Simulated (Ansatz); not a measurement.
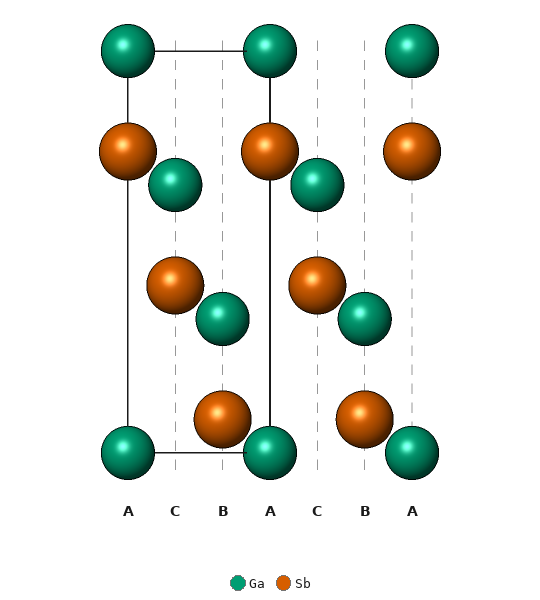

The picture looks along a close-packed row of the hexagonal mesh; [111] points upwards. The dashed lines mark the three columns A (0, 0), B (1/3, 2/3) and C (2/3, 1/3). The box is the hexagonal cell of the face-centred cubic lattice. The sequence starts with the first layer at or above the cell's origin.

GaSb. Coordinates: the input geometry of an electronic-structure calculation (not necessarily at equilibrium); the starting structure was generated, so it need not be a known form of this composition.

Question: Give the sequence of layers in one repeat, with element and column.

Answer: Ga(A) – Sb(B) – Ga(B) – Sb(C) – Ga(C) – Sb(A) (six layers in 10.62 Å).

Question: How are the Sb layers alone stacked?

Answer: Sb layers alone: BCA, the cubic close-packed type.

Question: Which positions between or in the Sb layers do the other atoms fill?

Answer: Ga: three tetrahedral sites (per hexagonal cell).

Question: What short polytype symbol fits?

Answer: Polytype symbol 3C, the symbol of a tetrahedral polytype (number of double layers in the repeat and lattice).
